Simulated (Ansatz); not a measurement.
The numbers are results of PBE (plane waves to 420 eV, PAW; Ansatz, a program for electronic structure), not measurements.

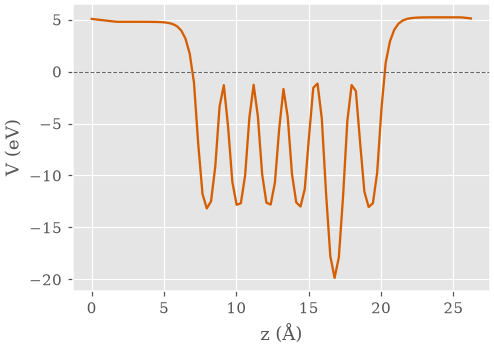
*Planar average of the electrostatic potential across the slab, in eV from the Fermi level, for a constructed model of the (110) surface of bcc V, a layer of In in place of the second plane (bottom of the slab: a bare face, its two planes held)*

Set-up: 6 atoms, 10.5 Å thick at the start (thin: gaps and levels are the slab's own); mesh 15x15x1; 0.1 eV smearing; dipole correction on; 2 atoms held, the rest relaxed; symmetry of the start imposed; no spin, no spin-orbit, no U. It is one candidate, not shown to be the stable structure of the face.

The vacuum level lies 5.22 eV above the Fermi level over the top face and 4.79 eV above it under the bottom face.
